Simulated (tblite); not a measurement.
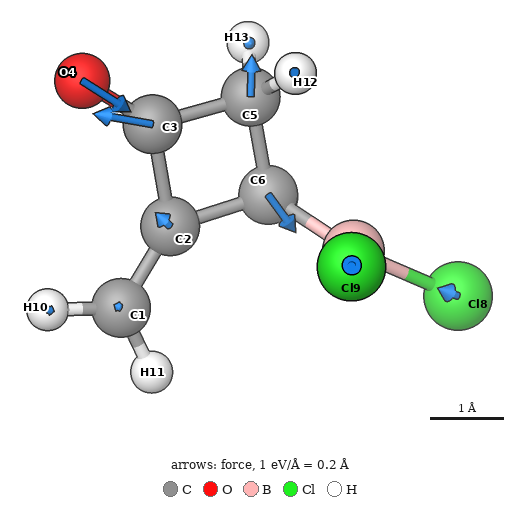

Starting geometry of C5H5BCl2O with the computed forces as blue arrows. A ball-and-stick model, seen face on.

Method: GFN2-xTB geometry optimisation, gas phase (tblite). 

**Is this structure relaxed? If not, where do the atoms go?**

It isn't relaxed: the largest force vector, on a C atom, is 4.59 eV/Å. The final displacements have little in common with the starting forces (cosine between the two patterns 0.19). Over 99 geometry steps the energy falls by 0.764 eV. A Cl atom moves most after the best rigid fit: 1.31 Å. By element the largest moves are Cl 1.31 Å, H 0.27 Å, O 0.24 Å, C 0.16 Å, B 0.04 Å. Near-neighbour distances that change, for instance: B–Cl 1.855 → 1.714 Å, C–C 1.468 → 1.551 Å, C–O 1.264 → 1.198 Å, C–C 1.490 → 1.531 Å. Among the angles between lasting bonds that change: C–C–B 114.4° → 119.5°, H–C–H 113.0° → 108.9°, C–C–C 91.4° → 88.3°. Groups turn about B–C by about 50°. The run took 0.85 s on 1 thread of Arm Neoverse V1 (shared host).
